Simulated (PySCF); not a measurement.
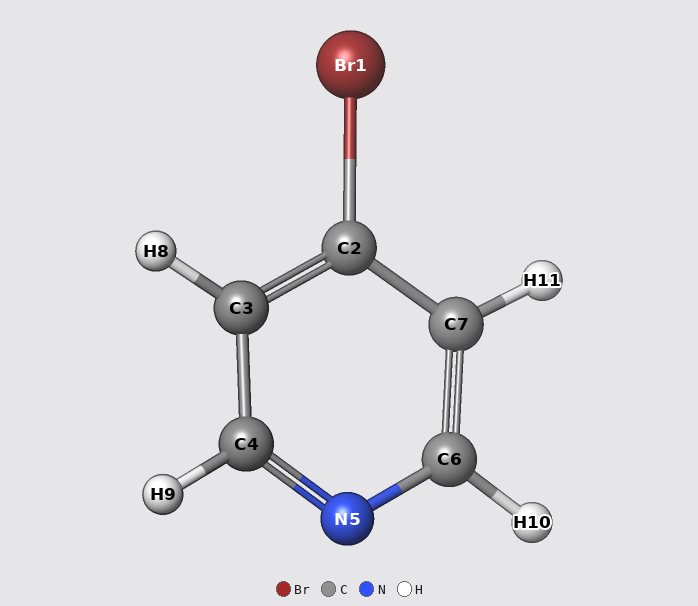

Computed geometry: PBE0-D3(BJ)/def2-SVP optimisation. No frequency run is at hand to confirm it as a minimum. Level of theory: B3LYP/pcJ-1 (pcSseg-1 on Br) indirect spin-spin coupling, non-relativistic, gas phase (PySCF 2.14.0). Isotopes: 13C, 1H, 15N.

Give the spin–spin coupling constants of these pairs, with the number of bonds between them: C3/N5, N5/H10, N5/H9, N5/C7, C2/N5, N5/H8, N5/H11.

```json
{"pair": "C3, N5", "bonds apart": "2", "J (Hz)": "2.4"}
{"pair": "N5, H10", "bonds apart": "2", "J (Hz)": "−12.4"}
{"pair": "N5, H9", "bonds apart": "2", "J (Hz)": "−12.4"}
{"pair": "N5, C7", "bonds apart": "2", "J (Hz)": "2.4"}
{"pair": "C2, N5", "bonds apart": "3", "J (Hz)": "−4.9"}
{"pair": "N5, H8", "bonds apart": "3", "J (Hz)": "−1.2"}
{"pair": "N5, H11", "bonds apart": "3", "J (Hz)": "−1.2"}
```
